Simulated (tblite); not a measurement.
## Run report: Ga$_{2}$AsH$_{4}$, geometry relaxation

The run: geometry relaxation of Ga$_{2}$AsH$_{4}$, multiplicity 2, SMILES [GaH2][As][GaH2]. Method and program: GFN2-xTB geometry optimisation, gas phase (tblite 0.8.0).

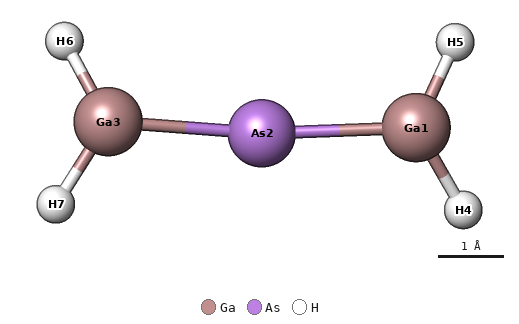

*The structure as given in the input (ball-and-stick view, seen on its broad side; atoms are numbered from 1 in the order of the input). Sticks mark near contacts.*

Bond lengths as drawn: As–Ga 2.39 to 2.41 Å and Ga–H 1.51 to 1.54 Å.

**Input**
```
{"job": {"kind": "relax", "xc": "GFN2-xTB", "basis": "xTB"}, "charge": 0, "multiplicity": 2}
Ga    -1.814796    -2.176853     0.020237
As     0.144642    -0.954050     0.635659
Ga     1.898173     0.421964     1.557236
H     -1.989258    -2.508300    -1.474412
H     -2.241715    -3.287065     0.987783
H      2.599742    -0.139636     2.802454
H      2.796316     1.144183     0.574723
```

The first line tells a small driver script what to run in tblite; the rest is the geometry in Å.

Command:
```bash
OMP_NUM_THREADS=1 python <driver script> task.json out
```

**The program's output**
```
step      E/eV     max force
  0    -181.74120    1.112
  1    -181.78773    0.761
  2    -181.85166    0.530
  3    -181.86076    0.558
  4    -181.89409    0.643
  5    -181.96090    0.712
  6    -182.01630    0.685
  7    -182.06632    0.682
  8    -182.12811    0.601
  9    -182.22076    0.889
 10    -182.24671    0.905
 11    -182.37618    0.766
 12    -182.48866    0.495
 13    -182.51558    0.387
 14    -182.52268    0.341
 15    -182.53726    0.258
 16    -182.54161    0.244
 17    -182.54996    0.372
 18    -182.56347    0.522
 19    -182.59515    0.703
 20    -182.63606    0.725
 21    -182.67739    0.604
 22    -182.71552    0.578
 23    -182.74712    0.600
 24    -182.77361    0.523
 25    -182.79871    0.591
 26    -182.84348    0.763
 27    -182.87791    0.682
 28    -182.91294    0.577
 29    -182.94128    0.480
 30    -182.95796    0.449
 31    -182.96737    0.411
 32    -182.98074    0.331
 33    -182.99741    0.265
 34    -183.00308    0.187
 35    -183.00680    0.120
 36    -183.00854    0.104
 37    -183.01015    0.101
 38    -183.01165    0.090
 39    -183.01280    0.114
 40    -183.01383    0.119
 41    -183.01519    0.107
 42    -183.01681    0.109
 43    -183.01825    0.119
 44    -183.01929    0.111
 45    -183.02014    0.082
 46    -183.02086    0.072
 47    -183.02134    0.048
 48    -183.02160    0.052
 49    -183.02181    0.051
 50    -183.02215    0.050
 51    -183.02265    0.045
 52    -183.02307    0.036
 53    -183.02324    0.031
 54    -183.02331    0.028
 55    -183.02341    0.029
 56    -183.02364    0.044
 57    -183.02419    0.070
 58    -183.02530    0.099
 59    -183.02687    0.106
 60    -183.02839    0.075
 61    -183.02920    0.055
 62    -183.02937    0.056
 63    -183.02963    0.056
 64    -183.03025    0.056
 65    -183.03167    0.080
 66    -183.03448    0.076
 67    -183.03735    0.092
 68    -183.03863    0.060
 69    -183.03852    0.092
 70    -183.03939    0.060
 71    -183.03967    0.042
 72    -183.03983    0.040
 73    -183.04015    0.046
 74    -183.04055    0.045
 75    -183.04108    0.036
 76    -183.04140    0.029
 77    -183.04159    0.013
 78    -183.04159    0.017
 79    -183.04165    0.006
```

**Trajectory as extended XYZ (Å, eV, eV/Å), 28 frames, from step=0 to step=79**
```
7
Properties=species:S:1:pos:R:3:forces:R:3 step=0 energy=-181.74120
Ga   -1.8148   -2.1769    0.0202    0.5020   0.5690   0.2790
As    0.1446   -0.9540    0.6357    0.3560  -0.1270  -0.2120
Ga    1.8982    0.4220    1.5572   -0.9920  -0.4980  -0.0670
H    -1.9893   -2.5083   -1.4744   -0.1600   0.0170  -0.4630
H    -2.2417   -3.2871    0.9878   -0.3370  -0.3970   0.3940
H     2.5997   -0.1396    2.8025    0.2250  -0.0830   0.5520
H     2.7963    1.1442    0.5747    0.4060   0.5180  -0.4830
7
Properties=species:S:1:pos:R:3:forces:R:3 step=3 energy=-181.86076
Ga   -1.7839   -2.1441    0.0404   -0.1010  -0.1530   0.0470
As    0.1768   -0.9705    0.6106    0.2890  -0.2750  -0.3890
Ga    1.8402    0.3931    1.5521    0.2110   0.1110   0.0750
H    -2.0020   -2.5029   -1.5039   -0.0700   0.1380   0.0340
H    -2.2685   -3.3122    1.0151   -0.1500   0.0210   0.0580
H     2.6134   -0.1425    2.8425   -0.0420   0.0820   0.1140
H     2.8171    1.1794    0.5469   -0.1380   0.0760   0.0620
7
Properties=species:S:1:pos:R:3:forces:R:3 step=6 energy=-182.01630
Ga   -1.7591   -2.1399    0.1095   -0.3220  -0.5930  -0.1190
As    0.3904   -1.1354    0.3675    0.3300  -0.1170  -0.4940
Ga    1.8007    0.3742    1.5762    0.6300   0.0970   0.1510
H    -2.0645   -2.4261   -1.5532   -0.0140   0.1510   0.5880
H    -2.4009   -3.3595    1.1044    0.0250   0.4020  -0.2690
H     2.6251   -0.1093    2.9870   -0.2500   0.2830  -0.3210
H     2.8014    1.2963    0.5123   -0.3990  -0.2240   0.4640
7
Properties=species:S:1:pos:R:3:forces:R:3 step=9 energy=-182.22076
Ga   -1.7734   -2.2297    0.1226    0.7480   0.1120  -0.0270
As    0.5359   -1.2399    0.1772   -0.0240   0.1630  -0.0130
Ga    1.8887    0.3709    1.5933   -0.3480  -0.7410  -0.3470
H    -2.1033   -2.3610   -1.4864   -0.1720  -0.0090   0.2780
H    -2.4678   -3.3174    1.1091   -0.1560   0.1190  -0.0730
H     2.5887   -0.0442    3.0127   -0.0420   0.2610  -0.0540
H     2.7243    1.3216    0.5752   -0.0070   0.0950   0.2350
7
Properties=species:S:1:pos:R:3:forces:R:3 step=12 energy=-182.48866
Ga   -1.6046   -2.3175    0.1412    0.4290   0.0370   0.2450
As    0.7288   -1.3407   -0.0800   -0.1770  -0.0160   0.1490
Ga    1.9074    0.1776    1.5317   -0.0720  -0.2710  -0.1930
H    -2.2002   -2.2769   -1.3381   -0.1580   0.0110  -0.1560
H    -2.5937   -3.2318    1.1003    0.2210   0.2390  -0.0500
H     2.5299    0.1044    3.0385   -0.1730  -0.0010  -0.0890
H     2.6255    1.3851    0.7101   -0.0700   0.0000   0.0950
7
Properties=species:S:1:pos:R:3:forces:R:3 step=15 energy=-182.53726
Ga   -1.5323   -2.3313    0.1609   -0.0560   0.0470  -0.0730
As    0.7168   -1.3362   -0.0884    0.0520  -0.0810  -0.0970
Ga    1.9090    0.1152    1.5034   -0.0080   0.0330  -0.0060
H    -2.2250   -2.2703   -1.3134    0.0510   0.0380   0.0420
H    -2.5686   -3.1792    1.0806    0.1930   0.1090   0.1320
H     2.4943    0.1263    3.0082   -0.1510  -0.1180   0.0260
H     2.5988    1.3758    0.7524   -0.0800  -0.0270  -0.0240
7
Properties=species:S:1:pos:R:3:forces:R:3 step=18 energy=-182.56347
Ga   -1.4903   -2.3355    0.1834   -0.0410   0.2060  -0.4780
As    0.7600   -1.3937   -0.1638    0.1520   0.0260   0.0920
Ga    1.9141    0.0845    1.4891   -0.1720  -0.1020  -0.1590
H    -2.2476   -2.2372   -1.3078    0.1590   0.0040   0.2830
H    -2.5187   -3.1157    1.1149    0.0460  -0.0270   0.2610
H     2.4259    0.1155    3.0163   -0.1180  -0.1290   0.0400
H     2.5498    1.3824    0.7717   -0.0260   0.0220  -0.0400
7
Properties=species:S:1:pos:R:3:forces:R:3 step=21 energy=-182.67739
Ga   -1.3547   -2.2799    0.1555   -0.0700   0.2850  -0.5280
As    0.9074   -1.5805   -0.3771    0.3960   0.1910   0.2970
Ga    1.8815   -0.0353    1.4021   -0.3830  -0.2280  -0.0940
H    -2.2765   -2.1283   -1.2410    0.1470  -0.0780   0.3820
H    -2.2484   -2.8636    1.3126   -0.0900  -0.0880   0.2160
H     2.1200    0.0015    3.0339   -0.0590  -0.1310  -0.2510
H     2.3638    1.3864    0.8177    0.0590   0.0490  -0.0220
7
Properties=species:S:1:pos:R:3:forces:R:3 step=24 energy=-182.77361
Ga   -1.2438   -2.1867    0.0778   -0.0920   0.1070   0.4220
As    1.0369   -1.7055   -0.5000    0.5110   0.0910   0.0670
Ga    1.8038   -0.1617    1.3093   -0.3980   0.0870   0.2330
H    -2.2730   -2.0503   -1.1411   -0.1460  -0.0680   0.0730
H    -1.9364   -2.6106    1.5075    0.0430   0.0510  -0.3300
H     1.8095   -0.1489    2.9955    0.0390  -0.1320  -0.4760
H     2.1961    1.3640    0.8547    0.0440  -0.1360   0.0100
7
Properties=species:S:1:pos:R:3:forces:R:3 step=27 energy=-182.87791
Ga   -1.1677   -2.0710    0.0774    0.3200   0.0480   0.3490
As    1.1929   -1.7435   -0.5219   -0.0570  -0.3030  -0.2790
Ga    1.6414   -0.2401    1.2782    0.0120   0.6760   0.0920
H    -2.2871   -2.0298   -1.0593   -0.1350  -0.0130   0.0650
H    -1.7256   -2.4534    1.5829   -0.0240   0.0730  -0.3350
H     1.6230   -0.2839    2.8780   -0.0050  -0.0870   0.0070
H     2.1161    1.3218    0.8684   -0.1100  -0.3930   0.1010
7
Properties=species:S:1:pos:R:3:forces:R:3 step=30 energy=-182.95796
Ga   -0.9974   -1.9774    0.0961    0.0870   0.0400  -0.0900
As    1.3618   -1.8780   -0.6519   -0.1670  -0.0330   0.0550
Ga    1.5312   -0.3099    1.2025   -0.1160   0.0470  -0.2520
H    -2.3235   -1.9604   -0.9188    0.3000   0.0080   0.3350
H    -1.4019   -2.1550    1.6737   -0.1060   0.0170  -0.2080
H     1.2977   -0.4449    2.7535   -0.0310  -0.1280   0.2060
H     1.9250    1.2260    0.9486    0.0340   0.0490  -0.0450
7
Properties=species:S:1:pos:R:3:forces:R:3 step=33 energy=-182.99741
Ga   -0.9448   -1.9504    0.0797    0.1310   0.0010   0.1520
As    1.3857   -1.8998   -0.6711   -0.0890  -0.0790  -0.0620
Ga    1.4757   -0.3140    1.1548   -0.1040  -0.0830   0.1930
H    -2.2852   -1.9537   -0.8028    0.0420   0.0330  -0.0250
H    -1.3653   -2.0910    1.6365   -0.0280   0.0030  -0.0650
H     1.2336   -0.4921    2.7347   -0.0120  -0.1100  -0.0860
H     1.8933    1.2012    0.9720    0.0590   0.2350  -0.1060
7
Properties=species:S:1:pos:R:3:forces:R:3 step=36 energy=-183.00854
Ga   -0.9248   -1.9261    0.0955   -0.0060  -0.0670   0.0170
As    1.3840   -1.9154   -0.6737   -0.0280   0.0050  -0.0030
Ga    1.4358   -0.3093    1.1585    0.0490  -0.0020   0.0500
H    -2.2673   -1.9508   -0.7982    0.0860   0.0550   0.0140
H    -1.3562   -2.0871    1.6344   -0.0420   0.0130   0.0290
H     1.2217   -0.5281    2.7376   -0.0250  -0.0390  -0.0870
H     1.8999    1.2170    0.9496   -0.0350   0.0350  -0.0200
7
Properties=species:S:1:pos:R:3:forces:R:3 step=39 energy=-183.01280
Ga   -0.9064   -1.9352    0.1013   -0.0340  -0.0240   0.0600
As    1.3816   -1.9324   -0.6906    0.0620   0.0620   0.0490
Ga    1.4421   -0.3190    1.1576    0.0100  -0.0210  -0.1120
H    -2.2488   -1.9313   -0.7793    0.0380   0.0360  -0.0140
H    -1.3314   -2.0518    1.6446   -0.0450  -0.0040   0.0300
H     1.1820   -0.5527    2.7175   -0.0050  -0.0360  -0.0060
H     1.8740    1.2227    0.9527   -0.0260  -0.0140  -0.0070
7
Properties=species:S:1:pos:R:3:forces:R:3 step=42 energy=-183.01681
Ga   -0.8967   -1.9459    0.1192    0.1000   0.0260   0.0350
As    1.3979   -1.9325   -0.6937   -0.0090  -0.0140   0.0030
Ga    1.4441   -0.3301    1.1411   -0.0050   0.0700  -0.0540
H    -2.2262   -1.9078   -0.7654   -0.0230   0.0150  -0.0480
H    -1.3233   -2.0253    1.6598   -0.0520  -0.0250   0.0500
H     1.1492   -0.5827    2.6901    0.0130  -0.0220   0.0130
H     1.8480    1.2246    0.9527   -0.0230  -0.0500   0.0030
7
Properties=species:S:1:pos:R:3:forces:R:3 step=45 energy=-183.02014
Ga   -0.8909   -1.9520    0.1466    0.0350   0.0340  -0.0660
As    1.3997   -1.9290   -0.6877   -0.0290  -0.0380  -0.0010
Ga    1.4429   -0.3158    1.1303   -0.0100   0.0110   0.0350
H    -2.2051   -1.8924   -0.7813    0.0360   0.0100   0.0110
H    -1.3625   -2.0437    1.6704   -0.0320  -0.0250   0.0590
H     1.1615   -0.6000    2.6888    0.0270   0.0310  -0.0690
H     1.8475    1.2331    0.9365   -0.0270  -0.0230   0.0300
7
Properties=species:S:1:pos:R:3:forces:R:3 step=48 energy=-183.02160
Ga   -0.8844   -1.9538    0.1513   -0.0390   0.0250   0.0250
As    1.3997   -1.9298   -0.6865   -0.0010  -0.0270   0.0070
Ga    1.4426   -0.3106    1.1285   -0.0030  -0.0220  -0.0220
H    -2.1935   -1.8851   -0.7820    0.0270   0.0120  -0.0060
H    -1.3884   -2.0557    1.6761    0.0230  -0.0160  -0.0180
H     1.1729   -0.5988    2.6794    0.0140   0.0200  -0.0060
H     1.8442    1.2339    0.9368   -0.0210   0.0090   0.0210
7
Properties=species:S:1:pos:R:3:forces:R:3 step=51 energy=-183.02265
Ga   -0.8834   -1.9473    0.1592    0.0220   0.0080   0.0390
As    1.4016   -1.9408   -0.6863   -0.0120  -0.0290   0.0070
Ga    1.4416   -0.3162    1.1191    0.0030   0.0150  -0.0240
H    -2.1785   -1.8730   -0.7821   -0.0230   0.0170  -0.0200
H    -1.3868   -2.0561    1.6842    0.0180  -0.0120  -0.0340
H     1.1704   -0.6003    2.6656    0.0080  -0.0030   0.0350
H     1.8282    1.2339    0.9440   -0.0160   0.0050  -0.0030
7
Properties=species:S:1:pos:R:3:forces:R:3 step=54 energy=-183.02331
Ga   -0.8848   -1.9428    0.1689    0.0070  -0.0100  -0.0190
As    1.3948   -1.9509   -0.6836    0.0090  -0.0070   0.0230
Ga    1.4429   -0.3136    1.1138    0.0010   0.0000   0.0070
H    -2.1693   -1.8654   -0.7917   -0.0150   0.0220   0.0080
H    -1.3961   -2.0697    1.6841    0.0040  -0.0060  -0.0060
H     1.1824   -0.5958    2.6680    0.0090  -0.0040   0.0010
H     1.8232    1.2385    0.9442   -0.0150   0.0050  -0.0140
7
Properties=species:S:1:pos:R:3:forces:R:3 step=57 energy=-183.02419
Ga   -0.8841   -1.9440    0.1678   -0.0520  -0.0080  -0.0470
As    1.3957   -1.9655   -0.6709    0.0320   0.0160   0.0310
Ga    1.4436   -0.3074    1.1146   -0.0060  -0.0390   0.0170
H    -2.1726   -1.8480   -0.7959    0.0280   0.0220   0.0310
H    -1.4039   -2.0881    1.6762    0.0030  -0.0050   0.0140
H     1.2011   -0.5932    2.6769    0.0130   0.0120  -0.0370
H     1.8133    1.2464    0.9349   -0.0180   0.0020  -0.0080
7
Properties=species:S:1:pos:R:3:forces:R:3 step=60 energy=-183.02839
Ga   -0.8802   -1.9432    0.1625   -0.0600   0.0020  -0.0300
As    1.4268   -2.0537   -0.5932    0.0170   0.0460   0.0040
Ga    1.4429   -0.2981    1.0996   -0.0130  -0.0510   0.0240
H    -2.1622   -1.7232   -0.7941    0.0670   0.0140   0.0310
H    -1.4234   -2.1672    1.6540    0.0030  -0.0010   0.0140
H     1.2768   -0.5919    2.6716    0.0080   0.0320  -0.0260
H     1.7124    1.2775    0.9032   -0.0220  -0.0430  -0.0170
7
Properties=species:S:1:pos:R:3:forces:R:3 step=63 energy=-183.02963
Ga   -0.8779   -1.9423    0.1677    0.0230  -0.0050   0.0200
As    1.4378   -2.0721   -0.5768   -0.0140   0.0150  -0.0230
Ga    1.4415   -0.3030    1.0888   -0.0150  -0.0040   0.0210
H    -2.1418   -1.6849   -0.7874    0.0070   0.0190  -0.0090
H    -1.4302   -2.1811    1.6563    0.0100   0.0010  -0.0110
H     1.2883   -0.5941    2.6548    0.0050   0.0160   0.0360
H     1.6755    1.2777    0.9002   -0.0160  -0.0420  -0.0340
7
Properties=species:S:1:pos:R:3:forces:R:3 step=66 energy=-183.03448
Ga   -0.8596   -1.9515    0.1902    0.0710   0.0110   0.0240
As    1.4660   -2.1409   -0.5328   -0.0560  -0.0150  -0.0130
Ga    1.4259   -0.3300    1.0789   -0.0050   0.0480   0.0420
H    -2.0589   -1.5043   -0.7748   -0.0280  -0.0010   0.0020
H    -1.4696   -2.2631    1.6469    0.0170  -0.0010  -0.0580
H     1.3690   -0.5678    2.6601    0.0070   0.0060   0.0340
H     1.5202    1.2578    0.8351   -0.0060  -0.0490  -0.0310
7
Properties=species:S:1:pos:R:3:forces:R:3 step=69 energy=-183.03852
Ga   -0.8547   -1.9616    0.1738   -0.0520   0.0660   0.0000
As    1.4764   -2.2195   -0.4541    0.0060   0.0260   0.0180
Ga    1.4074   -0.3502    1.1119    0.0350  -0.0010   0.0120
H    -2.0022   -1.3029   -0.7511    0.0440  -0.0540   0.0600
H    -1.5217   -2.4092    1.5681   -0.0100   0.0000  -0.0490
H     1.5346   -0.4732    2.7109   -0.0130   0.0070  -0.0480
H     1.3534    1.2169    0.7442   -0.0100  -0.0450   0.0070
7
Properties=species:S:1:pos:R:3:forces:R:3 step=72 energy=-183.03983
Ga   -0.8581   -1.9568    0.1759   -0.0040   0.0360   0.0050
As    1.4716   -2.2029   -0.4620    0.0050   0.0040   0.0010
Ga    1.4095   -0.3470    1.1109    0.0370  -0.0060   0.0150
H    -2.0113   -1.3373   -0.7527    0.0010  -0.0170   0.0160
H    -1.5212   -2.3963    1.5690   -0.0120  -0.0080  -0.0140
H     1.5209   -0.4775    2.7053   -0.0120  -0.0040  -0.0120
H     1.3816    1.2181    0.7572   -0.0150  -0.0050  -0.0120
7
Properties=species:S:1:pos:R:3:forces:R:3 step=75 energy=-183.04108
Ga   -0.8612   -1.9509    0.1864    0.0020   0.0050  -0.0100
As    1.4782   -2.2390   -0.4076   -0.0090  -0.0040  -0.0030
Ga    1.4185   -0.3487    1.1177    0.0280   0.0230   0.0000
H    -1.9711   -1.2450   -0.7322    0.0040  -0.0060   0.0150
H    -1.5875   -2.4906    1.5111   -0.0030   0.0030  -0.0050
H     1.6189   -0.4297    2.7050   -0.0110   0.0000   0.0040
H     1.2973    1.2040    0.7232   -0.0110  -0.0210   0.0000
7
Properties=species:S:1:pos:R:3:forces:R:3 step=78 energy=-183.04159
Ga   -0.8540   -1.9468    0.1911   -0.0130  -0.0010  -0.0070
As    1.4884   -2.2754   -0.3701   -0.0020   0.0010   0.0030
Ga    1.4286   -0.3576    1.1220   -0.0030   0.0120   0.0000
H    -1.9273   -1.1484   -0.6941    0.0110  -0.0050   0.0090
H    -1.6276   -2.5561    1.4586    0.0050   0.0040  -0.0040
H     1.6877   -0.3882    2.7041   -0.0020   0.0030  -0.0120
H     1.1973    1.1727    0.6920    0.0040  -0.0140   0.0100
7
Properties=species:S:1:pos:R:3:forces:R:3 step=79 energy=-183.04165
Ga   -0.8543   -1.9469    0.1899    0.0000  -0.0020  -0.0060
As    1.4872   -2.2693   -0.3777   -0.0020   0.0010   0.0020
Ga    1.4272   -0.3564    1.1205    0.0000   0.0000  -0.0020
H    -1.9344   -1.1651   -0.6986    0.0020   0.0020   0.0010
H    -1.6181   -2.5419    1.4681    0.0000  -0.0020   0.0050
H     1.6726   -0.3964    2.7032   -0.0010   0.0010  -0.0010
H     1.2129    1.1764    0.6983    0.0010   0.0000   0.0020
```

**Key numbers**

| quantity | value |
| --- | --- |
| outcome | converged |
| total energy | −183.0416 eV |
| hardware | 1 CPU thread, shared host |
| wall time | 1.2 s |
| peak memory | 0.17 GiB |
